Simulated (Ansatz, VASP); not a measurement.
**Bi (Bismuth): VASP beside Ansatz**

Wanted: the spread between two codes on one cell, functional and k mesh. The cell is taken from a series of VASP runs on this material, whose earlier steps may have relaxed, scaled or displaced it; both programs get it as it stands. Valence electrons are named where the data sets of a main pair hold unlike numbers.

Program: Ansatz 0.2.0. Level of theory: plane waves, with VASP 6.6.1 beside it; single point at PBEsol and band structure at PBEsol, spin-orbit coupling. Results are calculated unless marked as measured.

**1. Starting point**

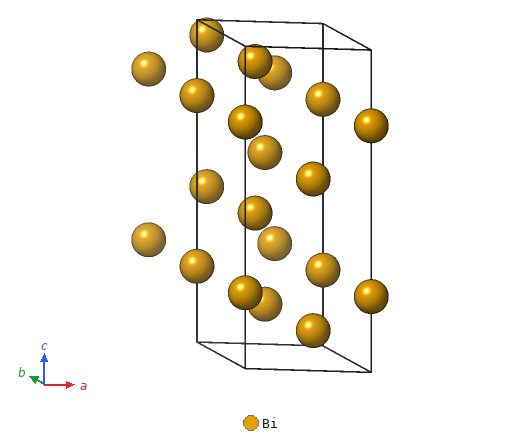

Start, viewed slightly off an axis; bismuth orange. 1×2×1 cells are drawn. This picture shows the conventional cell, with its axes. Some periodic images of atoms are drawn too.

**2. Ansatz: single point, PBEsol**

Ansatz runs on its default PAW (the set named soft_2) files.

With cell and atoms fixed, the geometry can't cause a difference; cores, projectors, grids and the points listed under the comparison can.

File input.yaml:

```yaml
crystal:
  lattice:
    - [2.2584150306, 1.3038965259, 3.9179563407]
    - [-2.2584150306, 1.3038965259, 3.9179563407]
    - [0.0, -2.6077930518, 3.9179563407]
  atoms:
    - { symbol: Bi, position: [0.2351469672, 0.2351469672, 0.2351469672] }
    - { symbol: Bi, position: [0.7648530328, 0.7648530328, 0.7648530328] }
hamiltonian:
  xc: pbesol
  pseudopotentials: { kind: paw }
kpoints:
  mp_grid: { grid: [9, 9, 9] }
scf:
  occupations: { method: tetrahedron }
output:
  forces: true
  stress: true
  write_density: true
  write_potential: true
  elf: true
  volumetric_format: npy
```

Command:

```sh
ansatz run input.yaml --threads 2 --pin off --max-ram 4608MiB --backend cpu --events-out ev --progress --plain --runs-dir out
```

Numbers of over 12 decimals in the logs are rounded to 6 here.

What it wrote:

```text
Warning: output.forces, output.stress, relax.cell or npt_langevin: where a Kohn–Sham band that disperses or a degenerate level is filled in part under the method tetrahedron, the forces or the stress that this run publishes need not agree with its energy (scf.occupations.method in the input reference, under Limitations); prefer a smearing scheme for the forces or the stress
Engine: ansatz 0.2.0, aarch64-unknown-linux-gnu
Pseudopotentials: kind: paw
Pseudopotential: Bi, paw, valence charge 15, recommended cutoff 420 eV (normal), Bi.paw.azcp
Functional definition: PBEsol
  exchange = pbesol_x
  correlation = pbesol_c
Crystal: 2 atoms, lattice volume = 69.224 Å³
Basis set: ecut = 420 eV, 1333 PW (Γ), exchange–correlation on 64×64×64 points (8 copies of the dense FFT grid, shifted against one another)
Bands: 19, of which v1, the nominal top of the filled ones, is band 15 counted from 1 (14 counted from 0)
Symmetry: 12 space group operations
Space group: R-3m (ITA 166), of the structure as read, at distance tolerance 4.1e-5 Å
k-points: 85 of 729
Non-local potential: Bi, projectors of the file, l = 0: 2, l = 1: 2, l = 2: 2, l = 3: 2
PAW form: soft (Blöchl's): semilocal exchange-correlation on the pseudo side does not see the compensation charge
PAW frozen core: Bi, regenerated for the run's functional, and the local potential with it (the file was generated under x = pbe(κ = 0.804, μ = 0.219515), c = pbe(β = 0.066725))
PAW one-centre angular grid: Bi, 590 points (default); XC on 64 Gauss nodes
Initial density: superposition of atomic densities (neutral atoms: chi_scale 0, normalization atom), corrected by the library's trained network
Initial wavefunctions: pseudopotential atomic-orbital guess
Functional: x = pbesol(κ = 0.804, μ = 0.123457), c = pbesol(β = 0.046)
SCF iter   1: F=—  HF=-24484.009412 eV  |F-HF|=—  |Δ(HF+E_count)|=         —  Δρ=1.75e-3  dr2=2.36e-3  ethr=1.77e-3  ⟨swp⟩=6.7  Hψ=8007  notcnv=0
preconditioner: auto → Kerker (q_TF=auto, 2.373 Å⁻¹)  [metal: no gap  n_scr=14 (ndim 8)  ℏωp=24.4 eV  f_vac=0.002]
SCF iter   2: F=—  HF=-24484.008818 eV  |F-HF|=—  |Δ(HF+E_count)|=   5.93e-4  Δρ=1.04e-3  dr2=9.35e-4  ethr=7.86e-6  ⟨swp⟩=3.1  Hψ=4377  notcnv=0
SCF iter   3: F=—  HF=-24484.008601 eV  |F-HF|=—  |Δ(HF+E_count)|=   2.18e-4  Δρ=3.14e-4  dr2=6.94e-5  ethr=3.12e-6  ⟨swp⟩=2.7  Hψ=3324  notcnv=0
SCF iter   4: F=—  HF=-24484.008588 eV  |F-HF|=—  |Δ(HF+E_count)|=   1.29e-5  Δρ=1.30e-4  dr2=2.52e-5  ethr=2.31e-7  ⟨swp⟩=2.0  Hψ=3230  notcnv=0
SCF iter   5: F=—  HF=-24484.008586 eV  |F-HF|=—  |Δ(HF+E_count)|=   1.55e-6  Δρ=6.28e-5  dr2=5.35e-6  ethr=8.40e-8  ⟨swp⟩=2.0  Hψ=1952  notcnv=0
SCF iter   6: F=—  HF=-24484.008586 eV  |F-HF|=—  |Δ(HF+E_count)|=   4.66e-7  Δρ=1.86e-5  dr2=3.90e-7  ethr=1.78e-8  ⟨swp⟩=2.1  Hψ=2297  notcnv=0
SCF iter   7: F=-24484.008586 eV  HF=-24484.008586 eV  |F-HF|=1.45e-8  |Δ(HF+E_count)|=   3.13e-8  Δρ=4.69e-6  dr2=2.19e-8  ethr=3.33e-10  ⟨swp⟩=9.7  Hψ=11147  notcnv=0
SCF 1 converged in 7 iterations: F = -24484.008586 eV  dr2 = 2.19e-8
  greatest PAW one-centre occupation: 0.987 electrons in one spin orbital (limit 2), on the Bi atom at site 1 (counted from 0), in its partial waves of l = 2
SCF converged after 7 iterations
Stability not checked: this state was not tested for a lower state beside it, because cold or Methfessel-Paxton smearing, or corrected tetrahedra, fill the levels in a way that the test cannot read (fill_not_monotonic; see scf.lower_state_search)
Free energy (F): -24484.008586 eV
Harris-Foulkes:  -24484.008586 eV  (|F-HF|=1.45e-8)
Internal energy: -24484.008586 eV  (E = F + TS)
E sigma→0 (E₀):  -24484.008586 eV
Fermi energy:    9.737413 eV
--- Per-component energies (eV) ---
  E_band       = -214.872513
  E_kinetic    = 605.739344
  E_local      = -3089.954192  (includes V_loc(G=0)·N_el)
  E_nonlocal   = 1122.959077
  E_hartree    = 1004.529511
  E_xc         = -300.287895
  E_vxc        = -288.024957  (∫ρ·V_xc dr)
  E_paw        = -21019.227887  (= ΣΔE_a)
  E_vpaw       = -574.656598  (= ΣTr[D̂ρ^β])
  E_aug_tail   = -0.000931  (compensation charges beyond the density's cutoff)
  E_ewald      = -2807.945118
  E_core_change = 0.179504  (= ΣΔE_core)
  E_smearing   = 0.000000  (= −TS)
  E_closure    = -0.000000  (closes the sum)
  Σ components = -24484.008586   (vs F -24484.008586, Δ=0.00e0)
--- Forces (eV/Å), atoms counted from 1 ---
  atom   1  Bi     0.00000000    -0.00000000     0.08433479
  atom   2  Bi     0.00000000     0.00000000    -0.08433479
  max |Σ_I F_I| component: 2.31e-17 eV/Å
--- Stress (GPa, compression-positive) ---
        0.168260       0.000000       0.000000
       -0.000000       0.168260       0.000000
       -0.000000       0.000000      -0.028447
  P = ⅓ Tr σ = 0.1027 GPa (1.027 kbar)
--- Band table (eV; the first three rows and the last of 85) ---
  k-point 0: bands = [... 11 lower, 2.3985, 8.2638, 8.5753, 8.5753, 12.4051, 12.8089, 12.8089, 15.3464]
  k-point 1: bands = [... 11 lower, 2.1166, 8.3225, 8.5700, 8.5832, 12.1333, 12.3070, 12.5068, 14.8794]
  k-point 2: bands = [... 11 lower, 1.3852, 8.3849, 8.5724, 8.7019, 11.1667, 11.6924, 11.8386, 14.8628]
  k-point 84: bands = [... 11 lower, -0.1937, 7.4913, 8.7712, 9.1254, 10.5605, 10.9886, 12.2723, 16.4372]
```

Run time: 7.2 s. Hardware: 2 threads of Arm Neoverse N1, shared host; peak memory 0.36 GiB.

The column dr2 measures how far the density is from self-consistency, as an energy; F and HF (Harris–Foulkes) agree once it is small.

The run ends at a pressure of 0.10 GPa, with forces up to 0.084 eV/Å.

**3. VASP: single point, PBEsol**

The same cell, functional, mesh and smearing now go to VASP, with its own data sets.

Lines of VASP's logs that name or quote its potential files are left out, and so is its time.

File INCAR:

```
SYSTEM = Bi
PREC = Accurate
ENCUT = 400
EDIFF = 1E-06
NELM = 100
ISMEAR = -5
SIGMA = 0.2
LREAL = .FALSE.
ALGO = Normal
GGA = PS
NBANDS = 27
LORBIT = 11
LWAVE = .FALSE.
LCHARG = .FALSE.
KPAR = 2
NEDOS = 2001
```

File POSCAR:

```
Bi
1.0
    2.2584150306      1.3038965259      3.9179563407
   -2.2584150306      1.3038965259      3.9179563407
    0.0000000000     -2.6077930518      3.9179563407
Bi
2
Direct
    0.2351469672      0.2351469672      0.2351469672
    0.7648530328      0.7648530328      0.7648530328
```

File KPOINTS:

```
Automatic mesh
0
Gamma
9 9 9
0 0 0
```

The projector-augmented-wave data sets are Bi_d (PBE family, release 64).

Command:

```sh
mpirun -np 2 vasp_std
```

What it wrote:

```text
[banner, memory and clock lines left out]
running    2 mpi-ranks, on    1 nodes
 distrk:  each k-point on    1 cores,    2 groups
 distr:  one band on    1 cores,    1 groups

 POSCAR found type information on POSCAR Bi
 POSCAR found :  1 types and       2 ions
|                                                                             |
|               ----> ADVICE to this user running VASP <----                  |
|                                                                             |
|     You enforced a specific xc type in the INCAR file but a different       |
|     [... a line on the potential file left out ...]
|     I HOPE YOU KNOW WHAT YOU ARE DOING!                                     |
|                                                                             |

 LDA part: xc-table for (Slater+PW92), standard interpolation
 POSCAR, INCAR and KPOINTS ok, starting setup
 FFT: planning ... GRIDC
 FFT: planning ... GRID_SOFT
 FFT: planning ... GRID
 WAVECAR not read
 entering main loop
       N       E                     dE             d eps       ncg     rms          rms(c)
DAV:   1     0.297010317482E+03    0.29701E+03   -0.13475E+04  4609   0.114E+03
DAV:   2     0.197437232080E+02   -0.27727E+03   -0.26753E+03  4693   0.346E+02
DAV:   3    -0.765883381978E+01   -0.27403E+02   -0.27138E+02  5318   0.120E+02
DAV:   4    -0.859301744338E+01   -0.93418E+00   -0.93331E+00  5889   0.244E+01
DAV:   5    -0.862745237332E+01   -0.34435E-01   -0.34429E-01  6471   0.411E+00    0.108E+00
DAV:   6    -0.861524528009E+01    0.12207E-01   -0.17350E-02  6108   0.131E+00    0.628E-01
DAV:   7    -0.861043045373E+01    0.48148E-02   -0.10602E-02  6139   0.102E+00    0.119E-01
DAV:   8    -0.861043091046E+01   -0.45674E-06   -0.12682E-03  5604   0.346E-01    0.212E-02
DAV:   9    -0.861044339882E+01   -0.12488E-04   -0.65512E-05  6530   0.521E-02    0.761E-03
DAV:  10    -0.861044080791E+01    0.25909E-05   -0.47199E-06  5663   0.218E-02    0.187E-03
DAV:  11    -0.861044076306E+01    0.44846E-07   -0.26571E-07  3005   0.405E-03
   1 F= -.86104408E+01 E0= -.86104408E+01  d E =0.000000E+00
|                                                                             |
|           W    W    AA    RRRRR   N    N  II  N    N   GGGG   !!!           |
|           W    W   A  A   R    R  NN   N  II  NN   N  G    G  !!!           |
|           W    W  A    A  R    R  N N  N  II  N N  N  G       !!!           |
|           W WW W  AAAAAA  RRRRR   N  N N  II  N  N N  G  GGG   !            |
|           WW  WW  A    A  R   R   N   NN  II  N   NN  G    G                |
|           W    W  A    A  R    R  N    N  II  N    N   GGGG   !!!           |
|                                                                             |
|     Tetrahedron method does not include variations of the Fermi             |
|     occupations, so forces and stress will be inaccurate. We suggest        |
|     using a different smearing scheme ISMEAR = 1 or 2 for metals in         |
|     relaxations.                                                            |
|                                                                             |
```

OUTCAR, selected parts (step 3):

```text
ion  position               nearest neighbor table
   1  0.235  0.235  0.235-   2 3.06   2 3.06   2 3.06   2 3.48   2 3.48   2 3.48
   2  0.765  0.765  0.765-   1 3.06   1 3.06   1 3.06   1 3.48   1 3.48   1 3.48

  LATTYP: Found a trigonal (rhomboedric) cell.
 ALAT       =     4.7064813277
 COS(alpha) =     0.5394838908

 Subroutine GETGRP returns: Found 12 space group operations
 (whereof 12 operations were pure point group operations)

The static configuration has the point symmetry D_3d.

 Found     85 irreducible k-points:

   k-points           NKPTS =     85   k-points in BZ     NKDIM =     85   number of bands    NBANDS=     27

   dimension x,y,z NGX =    32 NGY =   32 NGZ =   32
   dimension x,y,z NGXF=    64 NGYF=   64 NGZF=   64

   ENCUT  =  400.0 eV  29.40 Ry    5.42 a.u.   7.68  7.68  7.68*2*pi/ulx,y,z

   NELECT =      30.0000    total number of electrons

 k-points in reciprocal lattice and weights: Automatic mesh
   0.00000000  0.00000000  0.00000000       0.001
   0.11111111  0.00000000  0.00000000       0.008
   0.22222222  0.00000000  0.00000000       0.008
   0.33333333  0.00000000  0.00000000       0.008
   0.44444444  0.00000000  0.00000000       0.008
   0.11111111  0.11111111  0.00000000       0.008
   0.22222222  0.11111111 -0.00000000       0.016
   0.33333333  0.11111111  0.00000000       0.016
   0.44444444  0.11111111  0.00000000       0.016
[...]
0.44444444  0.44444444  0.44444444       0.003
  -0.44444444  0.44444444  0.44444444       0.008

 average (electrostatic) potential at core
       1-104.1828       2-104.1828

 E-fermi :   6.2940

 k-point     1 :       0.0000    0.0000    0.0000
  band No.  band energies     occupation
    ...
     11      -6.8429      2.00000
     12      -1.0656      2.00000
     13       4.8239      2.00000
     14       5.1343      2.00000
     15       5.1343      2.00000
     16       8.9590      0.00000
     17       9.3667      0.00000
     18       9.3667      0.00000
     19      11.9145      0.00000
     20      12.0967      0.00000
    ...

 k-point     2 :       0.1111    0.0000    0.0000
  band No.  band energies     occupation
    ...
     11      -6.7246      2.00000
     12      -1.3464      2.00000
     13       4.8826      2.00000
     14       5.1290      2.00000
     15       5.1416      2.00000
     16       8.6886      0.00000
     17       8.8634      0.00000
     18       9.0656      0.00000
     19      11.4434      0.00000
     20      11.8510      0.00000
    ...

 k-point     3 :       0.2222    0.0000    0.0000
  band No.  band energies     occupation
    ...
     11      -6.3743      2.00000
     12      -2.0754      2.00000
     13       4.9448      2.00000
     14       5.1312      2.00000
     15       5.2593      2.00000
     16       7.7222      0.00000
     17       8.2501      0.00000
     18       8.3990      0.00000
     19      11.4257      0.00000
     20      12.2480      0.00000
    ...

  Total        0.0346193      0.0346193     -0.0509627      0.0000000     -0.0000000      0.0000000
  in kB        0.8012563      0.8012563     -1.1795197      0.0000000     -0.0000000      0.0000000
  external PRESSURE =       0.1409976 kB  Pullay stress =       0.0000000 kB

  energy-cutoff  :      400.00
  volume of cell :       69.22
      direct lattice vectors                 reciprocal lattice vectors
     2.258415031  1.303896526  3.917956341     0.221394205  0.127822004  0.085078369
    -2.258415031  1.303896526  3.917956341    -0.221394205  0.127822004  0.085078369
     0.000000000 -2.607793052  3.917956341     0.000000000 -0.255644008  0.085078369

 POSITION                                       TOTAL-FORCE (eV/Angst)
 -----------------------------------------------------------------------------------
      0.00000      0.00000      2.76389         0.000000     -0.000000      0.091476
      0.00000      0.00000      8.98998         0.000000      0.000000     -0.091476
 -----------------------------------------------------------------------------------
    total drift:                                0.000000     -0.000000      0.000000

  FREE ENERGIE OF THE ION-ELECTRON SYSTEM (eV)
  ---------------------------------------------------
  free  energy   TOTEN  =        -8.6104407631 eV

  energy  without entropy=       -8.6104407631  energy(sigma->0) =       -8.61044076

 total charge
# of ion       s       p       d       tot
------------------------------------------
    1        1.524   1.360   9.914  12.799
    2        1.524   1.360   9.914  12.799
--------------------------------------------------
tot          3.049   2.721  19.828  25.598

[... 3 further parts left out ...]
```

The k-mesh is coarse for a metal. The PAW data sets were made with PBE, which is usual practice but a small mismatch for other functionals. With tetrahedra the forces and stress of a metal are not exact derivatives of the energy.

**4. Comparison**

Known differences besides the potentials themselves: the cutoff is 420 eV in Ansatz and 400 eV in VASP; Ansatz makes its cores anew for this functional, VASP keeps those of its PBE data sets; VASP leaves aspherical gradient terms in its spheres out (LASPH is not set), Ansatz keeps them. Total energies have different zeros and are not compared.

Both answers:

```tsv
quantity	Ansatz	VASP	difference
pressure (GPa)	0.10	0.01	+0.09
```

Forces (eV/Å; atoms numbered as in POSCAR):

```tsv
atom	Ansatz x, y, z	VASP x, y, z
Bi1	0.000, 0.000, 0.084	0.000, 0.000, 0.091
Bi2	0.000, 0.000, -0.084	0.000, 0.000, -0.091
```

The forces differ by 4.1 meV/Å r.m.s., which is 7.8 % of the r.m.s. force of 0.053 eV/Å (both taken over all components). Ansatz's pressure holds a Pulay correction of 0.03 GPa; VASP's holds none.

**5. Ansatz: band structure, PBEsol, spin-orbit coupling**

A single point gives forces, pressure and levels at one fixed geometry, so differences don't come from the geometry; what else differs is listed under the comparison.

The cell is taken from a series of VASP runs on this material, whose earlier steps may have relaxed, scaled or displaced it; both programs get it as it stands.

File input.yaml:

```yaml
crystal:
  lattice:
    - [2.2584150306, 1.3038965259, 3.9179563407]
    - [-2.2584150306, 1.3038965259, 3.9179563407]
    - [0.0, -2.6077930518, 3.9179563407]
  atoms:
    - { symbol: Bi, position: [0.2351469672, 0.2351469672, 0.2351469672] }
    - { symbol: Bi, position: [0.7648530328, 0.7648530328, 0.7648530328] }
hamiltonian:
  xc: pbesol
  pseudopotentials: { kind: paw_fr }
magnetization:
  noncollinear: true
  spin_orbit: true
kpoints:
  mp_grid: { grid: [5, 5, 5] }
  band_path:
    path:
      - [0.0, 0.0, 0.0]
      - [0.13333, 0.0, 0.0]
      - [0.3, 0.0, 0.0]
      - [0.46667, 0.0, 0.0]
      - [0.5, 0.0481, -0.0481]
      - [0.5, 0.12827, -0.12827]
      - [0.5, 0.20844, -0.20844]
      - [0.7249, 0.5, 0.2751]
      - [0.6384, 0.5, 0.3616]
      - [0.5519, 0.5, 0.4481]
      - [0.46667, 0.46667, 0.46667]
      - [0.3, 0.3, 0.3]
      - [0.13333, 0.13333, 0.13333]
      - [0.0, 0.0, 0.0]
      - [0.12342, 0.0, -0.12342]
      - [0.22215, 0.0, -0.22215]
      - [0.34557, 0.0, -0.34557]
      - [0.6038, 0.3962, 0.0]
      - [0.56055, 0.43945, 0.0]
      - [0.5173, 0.4827, 0.0]
      - [0.5173, 0.5173, 0.03207]
      - [0.56055, 0.56055, 0.11224]
      - [0.6038, 0.6038, 0.1924]
      - [0.6211, 0.6211, 0.2578]
      - [0.57785, 0.57785, 0.3443]
      - [0.5346, 0.5346, 0.4308]
      - [0.5, 0.0, 0.0]
      - [0.5865, 0.12342, 0.12342]
      - [0.673, 0.24683, 0.24683]
      - [0.7595, 0.37025, 0.37025]
    npoints: 1
scf:
  occupations: { method: methfessel_paxton, width: 0.2 }
  n_extra_bands: 14
output:
  forces: true
  stress: true
  eigenvalues: true
```

Command:

```sh
ansatz run input.yaml --threads 2 --pin off --max-ram 4608MiB --backend cpu --events-out ev --progress --plain --runs-dir out
```

What it wrote:

```text
[...]
non-collinear run that drives no moment, with spin-orbit: no starting moment large enough to seed its density (crystal.atoms[].spin), no starting occupations that ask for one, no magnetisation constraint and no magnetic field, so the semilocal B_xc is pinned to zero
Crystal: 2 atoms, lattice volume = 69.224 Å³
[...]
k-point 1: bands = [... 26 lower, 8.9189, 8.9189, 9.2295, 9.2295, 10.3251, 10.3251, 12.0887, 12.0887, ... 10 higher]
  k-point 2: bands = [... 26 lower, 8.2653, 8.2653, 9.5079, 9.5079, 9.8308, 9.8308, 10.7124, 10.7124, ... 10 higher]
  k-point 18: bands = [... 26 lower, 7.5677, 7.5677, 8.8286, 8.8286, 10.8814, 10.8814, 12.1451, 12.1451, ... 10 higher]
[key lines of the parts left out:]
SCF converged after 6 iterations
Magnetization: |M| = 0.0000 μB,  M = (+0.0000, +0.0000, +0.0000) μB
Free energy (F): -24565.823156 eV
Fermi energy:    9.734885 eV
P = ⅓ Tr σ = 0.9364 GPa (9.364 kbar)
```

The job ended after 22 s (2 threads; peak memory 0.48 GiB; 43 s of CPU time).

(Continued in part 2 of 2.)

[Lines on the potential files, build, host, timing and source positions are cut from VASP's logs without a mark.]

[Logs are printed without paths, hosts, clocks, repeated set-up lines and the standing remarks that a program may print on its own settings, such as how far it seeks lower states.]

[Hosts, paths, dates, database ids (printed as entryN), source tags and the programs' standing remarks are cut or masked in the printed files.]
